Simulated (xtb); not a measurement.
**Run report: C$_{2}$H$_{5}$AlS, geometry relaxation (part 1 of 3)**

System: C$_{2}$H$_{5}$AlS, SMILES C=C[S][AlH2].
Method: GFN2-xTB, GBSA solvent methanol (xtb 6.7.1).

The starting geometry was optimised with GFN2-xTB.

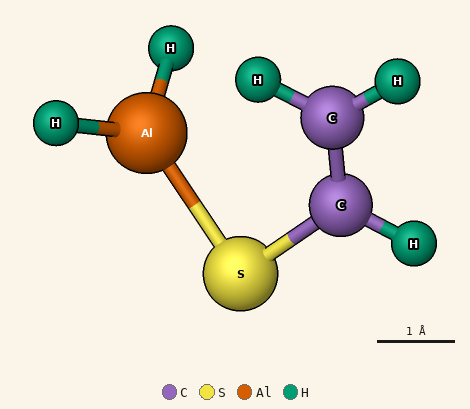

**Figure 1.** The structure as given in the input (ball-and-stick view, seen at a tilt). Sticks mark near contacts. Bond lengths as drawn: Al–H 1.54 Å, Al–S 2.20 Å, C–C 1.32 Å, C–H 1.08 to 1.09 Å and C–S 1.77 Å.

The input (struc.xyz)
```
9

C     -0.26632300     1.18105100     0.07394900
C      0.95031700     0.77401400     0.40117400
S      1.46290100    -0.88900500     0.71820800
Al    -0.37630900    -1.56754300    -0.28531900
H     -0.49501500     2.21941900    -0.09284100
H     -1.10441300     0.48348300    -0.01163400
H      1.76468000     1.47444300     0.51697400
H     -1.55671800    -2.16670300     0.50036800
H     -0.37910900    -1.50916000    -1.82087800
```

File input.inp
```
$chrg 0
$spin 0
$gbsa
   gbsagrid=normal
$end
```

Run on 1 thread of Intel Xeon @ 2.50GHz (Skylake/Cascade Lake), 189 GiB of memory available, shared host.

Launch command:
```bash
xtb struc.xyz --input input.inp --opt --gbsa methanol | tee out.txt
```

What the program printed
```
* xtb version 6.7.1
   ID    Z sym.   atoms
    1    6 C      1, 2
    2   16 S      3
    3   13 Al     4
    4    1 H      5-9

           -------------------------------------------------
          |                Calculation Setup                |
           -------------------------------------------------

          program call               : xtb struc.xyz --input input.inp --opt --gbsa methanol
          coordinate file            : struc.xyz
          omp threads                :                     1

           -------------------------------------------------
          |                 G F N 2 - x T B                 |
           -------------------------------------------------

      * Hamiltonian:
        H0-scaling (s, p, d)           1.850000    2.230000    2.230000
        zeta-weighting                 0.500000
      * Dispersion:
        s8                             2.700000
        a1                             0.520000
        a2                             5.000000
        s9                             5.000000
      * Repulsion:
        kExp                           1.500000    1.000000
        rExp                           1.000000
      * Coulomb:
        alpha                          2.000000
        third order                    shell-resolved
        anisotropic                    true
        a3                             3.000000
        a5                             4.000000
        cn-shift                       1.200000
        cn-exp                         4.000000
        max-rad                        5.000000

      * Solvation model:               GBSA
        Solvent                        methanol
        Parameter file                 internal GFN2-xTB/GBSA
        Dielectric constant                3.2700E+01
        Reference state                gsolv [1 M gas/solution]
        Free energy shift                  3.3569E-03 Eh       2.1065E+00 kcal/mol
        Temperature                        2.9815E+02 K
        Density                            7.9200E-01 kg/L
        Solvent mass                       3.2040E+01 g/mol
        Interaction kernel             Still
        Born radius scaling (c1)           1.6087E+00
        Born radii integrator          GBOBC
        Born offset                        5.6550E-04 a0       1.0686E-03 AA
        H-bond correction              true
        Ion screening                  false
        Surface tension                    1.0000E-05 Eh       1.5569E+01 dyn/cm
        Grid points                               230 per atom

          ...................................................
          :                      SETUP                      :
          :.................................................:
          :  # basis functions                  33          :
          :  # atomic orbitals                  31          :
          :  # shells                           15          :
          :  # electrons                        22          :
          :  max. iterations                   250          :
          :  Hamiltonian                  GFN2-xTB          :
          :  restarted?                      false          :
          :  GBSA solvation                   true          :
          :  PC potential                    false          :
          :  electronic temp.          300.0000000     K    :
          :  accuracy                    1.0000000          :
          :  -> integral cutoff          0.2500000E+02      :
          :  -> integral neglect         0.1000000E-07      :
          :  -> SCF convergence          0.1000000E-05 Eh   :
          :  -> wf. convergence          0.1000000E-03 e    :
          :  Broyden damping             0.4000000          :
          :  net charge                          0          :
          :  unpaired electrons                  0          :
          ...................................................

 iter      E             dE          RMSdq      gap      omega  full diag
   1    -11.1894192 -0.111894E+02  0.140E+01    3.62       0.0  T
   2    -11.2729839 -0.835647E-01  0.111E+01    3.60       1.0  T
   3    -11.2818328 -0.884887E-02  0.404E+00    3.92       1.0  T
   4    -11.2815377  0.295089E-03  0.853E-01    3.90       1.0  T
   5    -11.2818306 -0.292948E-03  0.621E-01    3.92       1.0  T
   6    -11.2825980 -0.767335E-03  0.156E-01    3.91       1.0  T
   7    -11.2826249 -0.268862E-04  0.114E-01    3.91       1.0  T
   8    -11.2826408 -0.159229E-04  0.799E-02    3.91       1.0  T
   9    -11.2826405  0.334288E-06  0.442E-02    3.91       1.0  T
  10    -11.2826423 -0.186475E-05  0.826E-03    3.91       4.0  T
  11    -11.2826424 -0.368550E-07  0.231E-03    3.91      14.4  T
  12    -11.2826424 -0.380755E-08  0.758E-04    3.91      44.0  T
  13    -11.2826424 -0.127834E-08  0.371E-04    3.91      89.9  T

   *** convergence criteria satisfied after 13 iterations ***

         #    Occupation            Energy/Eh            Energy/eV
      -------------------------------------------------------------
         1        2.0000           -0.7208486             -19.6153
       ...           ...                  ...                  ...
         5        2.0000           -0.5216103             -14.1937
         6        2.0000           -0.5095515             -13.8656
         7        2.0000           -0.4713145             -12.8251
         8        2.0000           -0.4620236             -12.5723
         9        2.0000           -0.4365753             -11.8798
        10        2.0000           -0.4086864             -11.1209
        11        2.0000           -0.3952775             -10.7560 (HOMO)
        12                         -0.2514983              -6.8436 (LUMO)
        13                         -0.2334118              -6.3515
        14                         -0.2091675              -5.6917
        15                         -0.1986217              -5.4048
        16                         -0.1786284              -4.8607
       ...                                ...                  ...
        31                          0.9888695              26.9085
      -------------------------------------------------------------
                  HL-Gap            0.1437792 Eh            3.9124 eV
             Fermi-level           -0.3233879 Eh           -8.7998 eV

 SCC (total)                   0 d,  0 h,  0 min,  0.106 sec
 SCC setup                      ...        0 min,  0.001 sec (  0.978%)
 Dispersion                     ...        0 min,  0.000 sec (  0.091%)
 classical contributions        ...        0 min,  0.000 sec (  0.037%)
 integral evaluation            ...        0 min,  0.008 sec (  7.613%)
 iterations                     ...        0 min,  0.075 sec ( 71.073%)
 molecular gradient             ...        0 min,  0.014 sec ( 13.176%)
 printout                       ...        0 min,  0.007 sec (  6.983%)

         :::::::::::::::::::::::::::::::::::::::::::::::::::::
         ::                     SUMMARY                     ::
         :::::::::::::::::::::::::::::::::::::::::::::::::::::
         :: total energy             -11.144260921540 Eh    ::
         :: total w/o Gsasa/hb       -11.136936108869 Eh    ::
         :: gradient norm              0.008837709531 Eh/a0 ::
         :: HOMO-LUMO gap              3.912431476832 eV    ::
         ::.................................................::
         :: SCC energy               -11.282638710605 Eh    ::
         :: -> isotropic ES            0.034654939662 Eh    ::
         :: -> anisotropic ES          0.003668850968 Eh    ::
         :: -> anisotropic XC          0.001654081334 Eh    ::
         :: -> dispersion             -0.006099782806 Eh    ::
         :: -> Gsolv                  -0.009619669236 Eh    ::
         ::    -> Gelec               -0.002294856565 Eh    ::
         ::    -> Gsasa               -0.008618850034 Eh    ::
         ::    -> Ghb                 -0.002062892159 Eh    ::
         ::    -> Gshift               0.003356929523 Eh    ::
         :: repulsion energy           0.138377789065 Eh    ::
         :: add. restraining           0.000000000000 Eh    ::
         :: total charge               0.000000000000 e     ::
         :::::::::::::::::::::::::::::::::::::::::::::::::::::

      -----------------------------------------------------------
     |                   =====================                   |
     |                        A N C O P T                        |
     |                   =====================                   |
     |               Approximate Normal Coordinate               |
     |                Rational Function Optimizer                |
      -----------------------------------------------------------
      -----------------------------------------------------------
     |                   =====================                   |
     |                        A N C O P T                        |
     |                   =====================                   |
     |               Approximate Normal Coordinate               |
     |                Rational Function Optimizer                |
      -----------------------------------------------------------

          ...................................................
          :                      SETUP                      :
          :.................................................:
          :   optimization level            normal          :
          :   max. optcycles                   200          :
          :   ANC micro-cycles                  20          :
          :   degrees of freedom                21          :
          :.................................................:
          :   RF solver                   davidson          :
          :   write xtbopt.log                true          :
          :   linear?                        false          :
          :   energy convergence         0.5000000E-05 Eh   :
          :   grad. convergence          0.1000000E-02 Eh/α :
          :   maxmium RF displ.          1.0000000          :
          :   Hlow (freq-cutoff)         0.1000000E-01      :
          :   Hmax (freq-cutoff)         5.0000000          :
          :   S6 in model hess.         20.0000000          :
          ...................................................

generating ANC from exact Hessian ...
Using Lindh-Hessian (1995)
 Shifting diagonal of input Hessian by    9.1083657137398955E-003
 Lowest  eigenvalues of input Hessian
    0.000000    0.000000    0.000000    0.000000    0.000000    0.000000
    0.010000    0.010253    0.010523    0.014318    0.018508    0.023767
    0.027611    0.039374    0.049856    0.091998    0.106027    0.146882
 Highest eigenvalues
    0.373156    0.463247    0.799575    1.090809    1.451795    1.921446

........................................................................
.............................. CYCLE    1 ..............................
........................................................................

 iter      E             dE          RMSdq      gap      omega  full diag
   1    -11.2826424 -0.112826E+02  0.100E-04    3.91       0.0  T
   2    -11.2826424 -0.493117E-11  0.662E-05    3.91     503.3  T
   3    -11.2826424  0.133227E-11  0.288E-05    3.91    1158.0  T
     SCC iter.                  ...        0 min,  0.012 sec
     gradient                   ...        0 min,  0.042 sec
 * total energy  :   -11.1442609 Eh     change       -0.1940705E-09 Eh
   gradient norm :     0.0088266 Eh/α   predicted     0.0000000E+00 (-100.00%)
   displ. norm   :     0.1677647 α      lambda       -0.6609900E-03
   maximum displ.:     0.1104681 α      in ANC's #6, #2, #7, ...

........................................................................
.............................. CYCLE    2 ..............................
........................................................................

 iter      E             dE          RMSdq      gap      omega  full diag
   1    -11.2819689 -0.112820E+02  0.115E+00    3.92       0.0  T
   2    -11.2825006 -0.531661E-03  0.118E+00    3.90       1.0  T
   3    -11.2825141 -0.135497E-04  0.101E+00    3.90       1.0  T
   4    -11.2825091  0.498243E-05  0.174E-01    3.90       1.0  T
   5    -11.2825305 -0.213610E-04  0.707E-02    3.89       1.0  T
   6    -11.2825317 -0.117074E-05  0.212E-02    3.89       1.6  T
   7    -11.2825315  0.148493E-06  0.142E-02    3.89       2.3  T
   8    -11.2825317 -0.180571E-06  0.888E-03    3.89       3.8  T
   9    -11.2825318 -0.123186E-06  0.139E-03    3.89      24.0  T
  10    -11.2825318 -0.480641E-09  0.490E-04    3.89      68.0  T
  11    -11.2825318 -0.116087E-09  0.102E-04    3.89     327.3  T
     SCC iter.                  ...        0 min,  0.046 sec
     gradient                   ...        0 min,  0.020 sec
 * total energy  :   -11.1444045 Eh     change       -0.1435484E-03 Eh
   gradient norm :     0.0057626 Eh/α   predicted    -0.3397959E-03 ( 136.71%)
   displ. norm   :     0.0831996 α      lambda       -0.2115660E-03
   maximum displ.:     0.0639032 α      in ANC's #2, #3, #5, ...

........................................................................
.............................. CYCLE    3 ..............................
........................................................................

 iter      E             dE          RMSdq      gap      omega  full diag
   1    -11.2816887 -0.112817E+02  0.533E-01    3.89       0.0  T
   2    -11.2817931 -0.104436E-03  0.568E-01    3.89       1.0  T
   3    -11.2817961 -0.295178E-05  0.507E-01    3.89       1.0  T
   4    -11.2817724  0.236730E-04  0.878E-02    3.90       1.0  T
   5    -11.2817992 -0.268166E-04  0.267E-02    3.90       1.2  T
   6    -11.2817993 -0.361669E-07  0.149E-02    3.90       2.2  T
   7    -11.2817994 -0.162491E-06  0.667E-03    3.90       5.0  T
   8    -11.2817995 -0.135389E-07  0.381E-03    3.90       8.8  T
   9    -11.2817995 -0.286475E-08  0.619E-04    3.90      53.8  T
  10    -11.2817995 -0.113310E-09  0.142E-04    3.90     234.5  T
     SCC iter.                  ...        0 min,  0.020 sec
     gradient                   ...        0 min,  0.008 sec
 * total energy  :   -11.1445173 Eh     change       -0.1127806E-03 Eh
   gradient norm :     0.0027044 Eh/α   predicted    -0.1065146E-03 (  -5.56%)
   displ. norm   :     0.0288704 α      lambda       -0.2310943E-04
   maximum displ.:     0.0166610 α      in ANC's #5, #2, #3, ...

........................................................................
.............................. CYCLE    4 ..............................
........................................................................

 iter      E             dE          RMSdq      gap      omega  full diag
   1    -11.2815041 -0.112815E+02  0.135E-01    3.90       0.0  T
   2    -11.2815058 -0.174831E-05  0.114E-01    3.90       1.0  T
   3    -11.2815043  0.149546E-05  0.388E-02    3.90       1.0  T
   4    -11.2815057 -0.140535E-05  0.157E-02    3.90       2.1  T
   5    -11.2815065 -0.783333E-06  0.803E-03    3.90       4.1  T
   6    -11.2815065 -0.335479E-07  0.276E-03    3.90      12.1  T
   7    -11.2815065 -0.480219E-08  0.667E-04    3.90      50.0  T
   8    -11.2815065 -0.155381E-09  0.423E-04    3.90      78.8  T
     SCC iter.                  ...        0 min,  0.015 sec
     gradient                   ...        0 min,  0.020 sec
 * total energy  :   -11.1445319 Eh     change       -0.1466824E-04 Eh
   gradient norm :     0.0013982 Eh/α   predicted    -0.1156272E-04 ( -21.17%)
   displ. norm   :     0.0504023 α      lambda       -0.1292550E-04
   maximum displ.:     0.0284618 α      in ANC's #3, #2, #6, ...

........................................................................
.............................. CYCLE    5 ..............................
........................................................................

 iter      E             dE          RMSdq      gap      omega  full diag
   1    -11.2812411 -0.112812E+02  0.103E-01    3.90       0.0  T
   2    -11.2812430 -0.186758E-05  0.733E-02    3.89       1.0  T
   3    -11.2812392  0.380364E-05  0.386E-02    3.89       1.0  T
   4    -11.2812438 -0.460163E-05  0.108E-02    3.89       3.1  T
   5    -11.2812439 -0.107474E-06  0.686E-03    3.89       4.9  T
   6    -11.2812440 -0.702810E-07  0.242E-03    3.89      13.7  T
   7    -11.2812440 -0.330122E-08  0.110E-03    3.89      30.3  T
   8    -11.2812440  0.461657E-10  0.571E-04    3.89      58.4  T
   9    -11.2812440 -0.181988E-09  0.176E-04    3.89     188.9  T
     SCC iter.                  ...        0 min,  0.020 sec
     gradient                   ...        0 min,  0.015 sec
 * total energy  :   -11.1445386 Eh     change       -0.6639460E-05 Eh
   gradient norm :     0.0010304 Eh/α   predicted    -0.6470354E-05 (  -2.55%)
   displ. norm   :     0.0102766 α      lambda       -0.3445499E-05
   maximum displ.:     0.0075415 α      in ANC's #8, #6, #9, ...

........................................................................
.............................. CYCLE    6 ..............................
........................................................................
```
